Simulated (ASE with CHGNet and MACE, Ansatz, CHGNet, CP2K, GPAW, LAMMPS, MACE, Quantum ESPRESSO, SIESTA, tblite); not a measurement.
# Amorphous 43Bi2O3-57BaO (mol %) (99 atoms) in machine-learned potentials

Wanted: machine-learned potentials inputs and outputs for amorphous 43Bi2O3-57BaO (mol %) (99 atoms), checked against a plane-wave reference.

Method: the method is named at each step, in ASE with CHGNet and MACE.

**1. Starting point**

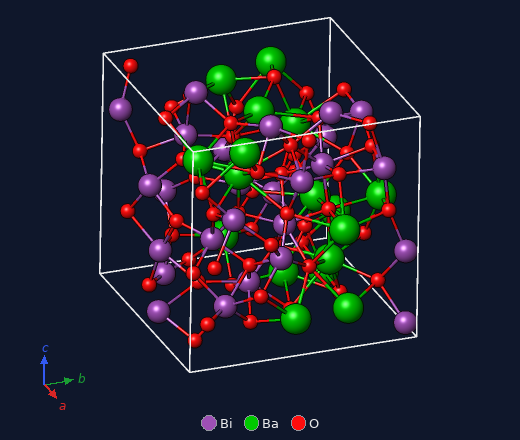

The cell as given, slightly off an axis (bismuth purple, barium green, oxygen red).

The cell holds 99 atoms: 26 Bi, 17 Ba and 56 O. Its edges and angles: a = 11.971 Å, b = 11.971 Å, c = 11.971 Å, α = 90.0°, β = 90.0°, γ = 90.0°. 99 atoms (26 Gd, 17 Ba, 56 O) placed at random at 7.52 g/cm³, melted at 5000 K for 10 ps at fixed volume with the Morse and Coulomb pair potential with partial charges (Pedone, Malavasi, Menziani, Cormack and Segre, J. Phys. Chem. B 110, 11780 (2006)). Quenched from 5000 K to 300 K at 50 K/ps and fixed volume, held 5 ps, then minimised at fixed cell. Then Gd was replaced by Bi and the cell scaled by 1.02 (the potential has no terms for the new elements, so the cell is a start for a DFT relaxation).

The yardstick, on the same geometry:

```
method                                           : Kohn-Sham DFT, PBE, SSSP efficiency 1.3.0 pseudopotentials, plane waves (Quantum ESPRESSO 7.5); sssp-pbe-1.3.0-efficiency, cutoffs 60/480 Ry, Γ point
r.m.s. force component                           : 0.5578 eV/Å
longest force                                    : 2.667 eV/Å
pressure                                         : 7.43 GPa
gap (highest filled to lowest empty level) : 1.232 eV
time                                             : 48 min on 1 thread of Arm Neoverse V1, shared host
CPU time                                         : 48 min
```

**2. CHGNet r2SCAN potential**

Method: machine-learned interatomic potential CHGNet r2SCAN, trained on r2SCAN plane-wave data.

File run.py:

```python
import numpy as np
from ase.io import read
import mlip  # loads the published weights by name

atoms = read("structure.xyz")
atoms.calc = mlip.calc("chgnet-r2scan")
energy = atoms.get_potential_energy()
forces = atoms.get_forces()
print(f"energy {energy:.6f} eV")
print("forces (eV/A)")
for i, (a, f) in enumerate(zip(atoms, forces)):
    print(f"{i:4d} {a.symbol:2s} {f[0]:10.5f} {f[1]:10.5f} {f[2]:10.5f}")
stress = -atoms.get_stress(voigt=False) * 160.21766
print("stress (GPa, compression positive)")
for row in stress:
    print(" ".join(f"{x:10.4f}" for x in row))
```

File structure.xyz:

```xyz
99
Lattice="11.97103 0.00000 0.00000 0.00000 11.97103 0.00000 0.00000 0.00000 11.97103" Properties=species:S:1:pos:R:3 pbc="T T T"
Bi 2.96810 3.21721 8.34333
Bi 10.48926 11.92542 3.99832
Bi 1.25025 0.44891 9.40205
Bi 1.12959 2.90226 4.53439
Bi 10.04537 10.89579 8.48124
Bi 1.09691 11.35165 6.08787
Bi 9.78787 2.70940 2.17609
Bi 7.48441 2.88095 4.77644
Bi 7.87251 8.91195 10.82265
Bi 7.12647 8.79907 7.70731
Bi 4.61615 1.30891 3.12228
Bi 1.69749 8.42066 3.78428
Bi 2.14988 2.51344 0.55234
Bi 10.93350 2.62836 7.39367
Bi 10.39301 5.37619 4.62573
Bi 7.45939 6.71479 4.94416
Bi 5.56162 11.44909 9.41773
Bi 5.30412 2.78817 11.76668
Bi 10.87616 11.81337 0.30035
Bi 7.32340 0.17490 1.19363
Bi 4.20447 0.86419 6.53115
Bi 10.04884 6.54372 8.45622
Bi 6.97384 5.05297 1.88113
Bi 4.41719 5.51398 5.95750
Bi 8.51116 5.47902 10.91830
Bi 1.39522 5.93033 6.40773
Ba 1.81517 11.65547 2.36105
Ba 0.36907 8.71347 10.25678
Ba 3.30317 8.86383 8.22122
Ba 11.07883 5.93224 1.54307
Ba 1.46669 5.65679 10.26659
Ba 3.55815 10.38080 0.06584
Ba 7.09212 4.40917 7.87933
Ba 10.84204 8.78865 1.57228
Ba 7.50332 11.77399 5.73879
Ba 2.72449 5.39091 2.40606
Ba 4.74532 7.79123 0.97277
Ba 11.00257 3.13198 10.97923
Ba 7.48022 9.10361 2.67684
Ba 8.13850 1.81672 9.50500
Ba 4.75453 9.39139 4.84659
Ba 5.07428 6.22972 10.08033
Ba 10.61603 8.62094 5.74669
O 0.26971 6.97061 8.03998
O 8.54181 4.47022 3.57886
O 9.36984 10.92201 2.07673
O 3.28677 5.58269 8.02322
O 11.74047 4.30203 6.12677
O 3.34375 3.27551 10.63949
O 9.07320 4.34261 0.74460
O 8.67912 2.45334 6.71647
O 7.55827 8.98713 5.43868
O 1.21063 7.48932 1.75064
O 0.40821 10.61447 8.26983
O 6.24373 0.81930 11.10995
O 2.18507 1.12815 7.45699
[... 39 atom lines left out ...]
O 11.49602 1.09762 2.21703
O 2.77225 3.88316 5.86724
O 2.08128 9.33513 5.89932
O 9.13725 6.17011 6.37182
```

Run with:

```sh
> OMP_NUM_THREADS=1 python run.py > output.txt
```

Output:

```text
CHGNet vr2scan initialized with 412,525 parameters
CHGNet will run on cpu
energy -2474.380371 eV
forces (eV/A)
   0 Bi   -0.07758    0.05165    0.06469
   1 Bi   -0.03513   -0.09734   -0.03409
   2 Bi    0.43218   -0.11963   -0.62754
   3 Bi    0.19003    0.13456    0.07843
   4 Bi   -0.23000    0.08791   -0.12244
   5 Bi    0.41364   -0.06909    0.06628
   6 Bi   -0.07183   -0.42351    0.27616
   7 Bi    0.18673    0.30680    0.15285
   8 Bi   -0.07646    0.28269    0.72165
   9 Bi    0.36786   -0.30493    0.17771
  10 Bi    0.50046    0.28055   -0.13361
  11 Bi   -0.09926   -0.06810   -0.02782
  12 Bi   -0.12766   -0.10932   -0.44055
  13 Bi    0.12343   -0.03144   -0.10865
  14 Bi   -0.10352   -0.13740    0.31550
  15 Bi    0.04189   -0.03938   -0.04052
  16 Bi    0.08651   -0.10609   -0.49364
  17 Bi    0.19494    0.24188    0.19979
  18 Bi   -0.10451    0.00032   -0.17329
  19 Bi   -0.01639    0.06040   -0.08632
  20 Bi    0.27389   -0.20606    0.23396
  21 Bi    0.08986    0.18402   -0.22491
  22 Bi   -0.40673   -0.19345    0.30301
  23 Bi   -0.90953    0.04537    0.29531
[...]
91 O    -0.59205    1.21687   -0.10478
  92 O    -0.81431    0.05549   -0.76487
  93 O    -0.29601    0.15680    0.97700
  94 O     0.39180   -0.30077    0.24005
  95 O     0.08016   -0.11426    0.04839
  96 O    -0.33666   -0.28889   -0.07569
  97 O     0.51041   -0.04704    0.44868
  98 O     0.02654   -0.17365    0.80262
stress (GPa, compression positive)
    3.8269    -0.4399    -0.8235
   -0.4399     4.7607    -0.2714
   -0.8235    -0.2714     4.1558
```

It took 5.2 s on 1 thread of Arm Neoverse V1, shared host; peak memory 0.99 GiB.

Banners, paths, timers and routine set-up lines are dropped from the logs unmarked, and long logs keep their key lines alone; longer cuts are marked.

Against the reference:

```yaml
r_m_s_force_component: 0.4293 eV/Å
r_m_s_difference_of_force_components: 203.3 meV/Å
longest_difference_of_force_vectors: 1042 meV/Å
force_difference_over_r_m_s_force: 36.45 %
slope_of_forces_against_the_reference_s: 0.7297
correlation_of_force_components: 0.9482
pressure: 4.248 GPa
pressure_difference: -3.182 GPa
```

Length of the force difference by element (eV/Å):

| element | atoms | mean | most |
| --- | --- | --- | --- |
| Ba | 17 | 0.36 | 1.0 |
| Bi | 26 | 0.29 | 0.64 |
| O | 56 | 0.32 | 0.68 |

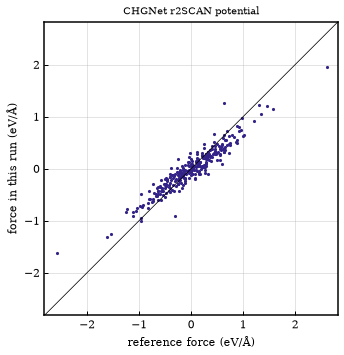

Force components against those of the reference; the line marks equality.

Local excerpt of 9 atoms (numbers count through the whole input) about Ba34, which bears the longest force; x, y, z are measured from there.

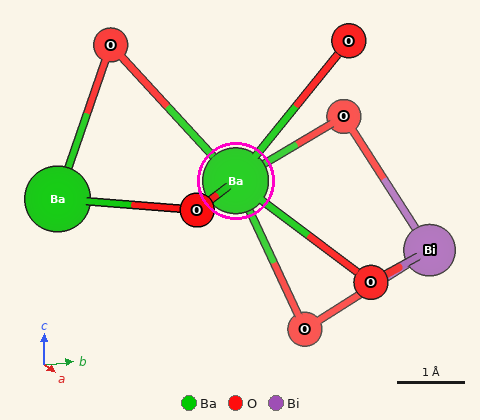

The atoms of the table, within 3.3 Å (arrows a, b, c point along x, y, z); some may hide others; the central atom is ringed.

| atom | x | y | z | distance (Å) | bonds | Fx | Fy | Fz (eV/Å) |
| --- | --- | --- | --- | --- | --- | --- | --- | --- |
| Ba34 | 0.00 | 0.00 | 0.00 | 0.00 | 6 | 0.14 | 1.96 | 0.21 |
| O46 | -1.47 | 2.13 | 0.50 | 2.64 | 5 | 0.01 | -0.44 | -0.31 |
| O53 | 2.34 | -1.30 | 0.18 | 2.68 | 4 | -0.17 | -0.38 | -0.43 |
| O89 | 1.78 | 1.59 | -1.27 | 2.70 | 5 | 0.55 | -0.76 | 0.24 |
| O61 | -1.45 | -1.52 | 1.87 | 2.81 | 6 | 0.04 | 0.48 | -0.18 |
| Ba30 | 0.24 | -2.86 | -0.03 | 2.87 | 6 | 0.16 | -1.62 | -0.21 |
| O77 | 1.20 | 1.41 | 2.34 | 2.98 | 6 | -0.04 | -0.15 | -0.33 |
| O95 | -1.03 | 1.39 | -2.62 | 3.14 | 5 | 0.39 | -0.30 | 0.24 |
| Bi19 | 0.03 | 3.02 | -1.27 | 3.28 | 6 | -0.10 | 0.00 | -0.17 |

Atoms are counted from 1 here, from 0 in the log.

Forces lie 36 % from the reference's, at 0.0016 times its CPU time.

**3. MACE MPA-0 medium potential**

Method: machine-learned interatomic potential MACE MPA-0 medium, trained on PBE(+U) plane-wave data.

run.py, as its differences from that of step 2:

```diff
@@ -5,3 +5,3 @@
 atoms = read("structure.xyz")
-atoms.calc = mlip.calc("chgnet-r2scan")
+atoms.calc = mlip.calc("mace-mpa-0-medium")
 energy = atoms.get_potential_energy()
```

structure.xyz is that of step 2.

Output:

```text
energy -556.008071 eV
forces (eV/A)
   0 Bi    0.30224    0.06854   -0.20180
   1 Bi    0.04272   -0.22158   -0.22147
   2 Bi    0.19149   -0.28115   -0.55551
   3 Bi    0.29938   -0.00574   -0.00336
   4 Bi   -0.33064    0.13585    0.00280
   5 Bi    0.68014   -0.47190    0.07539
   6 Bi   -0.20531   -0.60843    0.01885
   7 Bi    0.09687    0.69946    0.11042
   8 Bi    0.32750    0.33439    0.69496
   9 Bi    0.56381   -0.30916   -0.07307
  10 Bi    0.84463    0.33864   -0.17093
  11 Bi   -0.06974    0.08894   -0.24057
  12 Bi   -0.21211    0.06980   -0.52614
  13 Bi    0.17558   -0.07516   -0.07871
  14 Bi   -0.07395   -0.06782    0.55149
  15 Bi    0.06907    0.30238   -0.01140
  16 Bi    0.04896    0.18604   -0.60340
  17 Bi    0.22126    0.29006    0.12625
  18 Bi   -0.36522   -0.04724   -0.52628
  19 Bi   -0.06116    0.25356   -0.30051
  20 Bi    0.34681    0.01355    0.32566
  21 Bi    0.08808    0.20482   -0.14407
  22 Bi   -0.69331   -0.15418   -0.11069
  23 Bi   -0.29766    0.07431    0.27184
[...]
91 O    -0.64395    1.14132   -0.22395
  92 O    -0.87620    0.11292   -0.79836
  93 O    -0.19835    0.44539    0.95037
  94 O     0.14355   -0.35980    0.22675
  95 O     0.28184   -0.07060    0.24521
  96 O    -0.31951   -0.27908   -0.04572
  97 O     0.68274   -0.05011    0.71128
  98 O     0.29576   -0.05484    0.87839
stress (GPa, compression positive)
    7.0866    -0.5932    -1.1291
   -0.5932     8.6466    -0.2248
   -1.1291    -0.2248     7.6271
```

The job ended after 10 s (1 thread; peak memory 1 GiB).

Against the reference:

```
r.m.s. force component                  : 0.4989 eV/Å
r.m.s. difference of force components   : 134.8 meV/Å
longest difference of force vectors     : 473.2 meV/Å
force difference over r.m.s. force      : 24.17 %
slope of forces against the reference's : 0.8708
correlation of force components         : 0.9736
pressure                                : 7.787 GPa
pressure difference                     : 0.3568 GPa
```

Against the first run (36 %), the force difference from the reference is 24 %, at 2.1 times the CPU time.

**4. CHGNet 0.3.0 potential**

Method: machine-learned interatomic potential CHGNet 0.3.0, trained on PBE(+U) plane-wave data.

run.py, as its differences from that of step 3:

```diff
@@ -5,3 +5,3 @@
 atoms = read("structure.xyz")
-atoms.calc = mlip.calc("mace-mpa-0-medium")
+atoms.calc = mlip.calc("chgnet-0.3.0")
 energy = atoms.get_potential_energy()
```

structure.xyz is that of step 3.

Output:

```text
CHGNet v0.3.0 initialized with 412,525 parameters
CHGNet will run on cpu
energy -598.394836 eV
forces (eV/A)
   0 Bi    0.00911    0.09792   -0.02143
   1 Bi    0.21465   -0.20234   -0.08850
   2 Bi    0.49062   -0.28270   -0.58815
   3 Bi    0.27731    0.14530    0.07219
   4 Bi   -0.15766    0.23496   -0.09019
   5 Bi    0.44463   -0.22129   -0.00135
   6 Bi   -0.00299   -0.53454    0.20644
   7 Bi    0.44445    0.58056    0.13878
   8 Bi    0.12227    0.18368    0.67728
   9 Bi    0.35237   -0.44420    0.05993
  10 Bi    0.52797    0.41240   -0.35277
  11 Bi   -0.13180   -0.02340   -0.12146
  12 Bi    0.05264   -0.10798   -0.48861
  13 Bi    0.24029   -0.09246    0.00646
  14 Bi   -0.17709   -0.03851    0.35441
  15 Bi    0.06962   -0.03640    0.01999
  16 Bi    0.05344   -0.06807   -0.59922
  17 Bi    0.02962    0.34959    0.14574
  18 Bi   -0.10300   -0.14881   -0.21342
  19 Bi    0.05257    0.02605   -0.10462
  20 Bi    0.11617   -0.17354    0.44201
  21 Bi    0.04148   -0.04561   -0.07784
  22 Bi   -0.53181   -0.15699    0.19260
  23 Bi   -0.78489    0.04824    0.39658
[...]
91 O    -0.72568    1.40165   -0.14403
  92 O    -1.03860    0.15738   -0.97661
  93 O    -0.36180    0.38763    1.01331
  94 O     0.28632   -0.33722    0.15972
  95 O     0.23354   -0.01177    0.01480
  96 O    -0.37714   -0.32581   -0.08862
  97 O     0.71735   -0.07575    0.64204
  98 O     0.11888   -0.12121    1.04407
stress (GPa, compression positive)
    6.3377    -0.5206    -0.9181
   -0.5206     7.6097    -0.2749
   -0.9181    -0.2749     6.5894
```

Elapsed: 5.2 s, on 1 thread; peak memory 0.99 GiB.

Numbers from this run, and their distance from the reference:

| Quantity | Value |
| --- | --- |
| r.m.s. force component | 0.51 eV/Å |
| r.m.s. difference of force components | 161.3 meV/Å |
| longest difference of force vectors | 637 meV/Å |
| force difference over r.m.s. force | 28.91 % |
| slope of forces against the reference's | 0.8763 |
| correlation of force components | 0.9583 |
| pressure | 6.846 GPa |
| pressure difference | -0.5844 GPa |

Against the first run (36 %), the force difference from the reference is 29 %, at 1.0 times the CPU time.

**5. All runs compared**

Differences are against the plane-wave reference, forces as r.m.s. over components; share is that over the reference's r.m.s. force, slope the least-squares factor from reference forces to these. Total energies of different programs have different zeros and aren't compared.

| run | Δ force, r.m.s. (meV/Å) | share (%) | slope | Δ pressure (GPa) | cores | CPU time | memory (GiB) |
| --- | --- | --- | --- | --- | --- | --- | --- |
| reference | - | - | - | - | 1 | 48 min | 5.7 |
| CHGNet r2SCAN potential | 203 | 36.4 | 0.730 | -3.18 | 1 | 4.5 s | 0.99 |
| MACE MPA-0 medium potential | 135 | 24.2 | 0.871 | 0.357 | 1 | 9.5 s | 1.0 |
| CHGNet 0.3.0 potential | 161 | 28.9 | 0.876 | -0.584 | 1 | 4.6 s | 0.99 |

Times of the machine-learned potentials are mostly Python's start and the loading of weights.

CPU time is summed over cores on a shared host, where runs went side by side, so it is rough. Symmetry, cutoffs, thresholds, outputs and thread counts weren't matched or tuned between programs; memory under MPI is the largest rank's times the ranks.

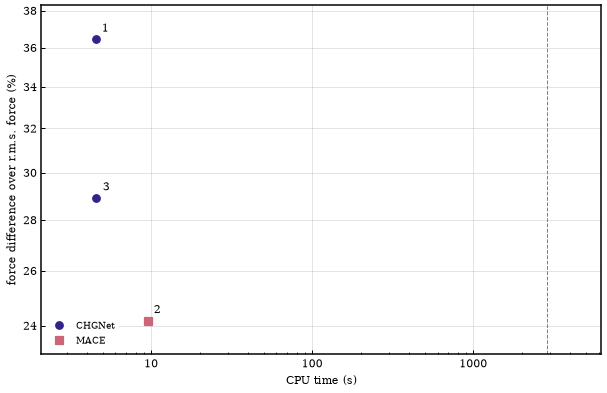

Force difference against CPU time; the dashed line marks the reference's time. Points: 1 CHGNet r2SCAN potential; 2 MACE MPA-0 medium potential; 3 CHGNet 0.3.0 potential.

**6. Results**

| Property | Result |
| --- | --- |
| nearest in forces | MACE MPA-0 medium potential, 24 % |
| its CPU time | 9.5 s |

What this shows: Machine-learned potentials differ by 24 % (MACE MPA-0 medium potential) to 36 % (CHGNet r2SCAN potential); they were trained on other programs' data, some at another functional. The reference's pressure holds the uncorrected Pulay stress of its 60 Ry basis, so small pressure differences, and their order, may be the reference's own error. Machine-learned potentials mimic data converged in k, so the reference's own k-point error enters their differences. The quench rate of 50 K/ps is many orders above laboratory rates, so the cell is likely richer in defects and strain than a real sample. The network of bonds at the start is that of the classical potential that made the cell, and needn't be the one that DFT or experiment would give. The reference's pressure of 7.4 GPa belongs to a cell and atoms that aren't relaxed at this level. The electronic-structure runs sample only Γ, in a cell whose shortest periodic width is 12 Å. Spin–orbit coupling is left out, which matters for the levels of the heavy elements.

[Also dropped from logs without a mark: logging warnings of Python, and SIESTA's first energy breakdown and zero terms.]

[Logs are printed without paths, hosts, clocks, repeated set-up lines and the standing remarks that a program may print on its own settings, such as how far it seeks lower states.]

[Hosts, paths, dates, database ids (printed as entryN), source tags and the programs' standing remarks are cut or masked in the printed files.]
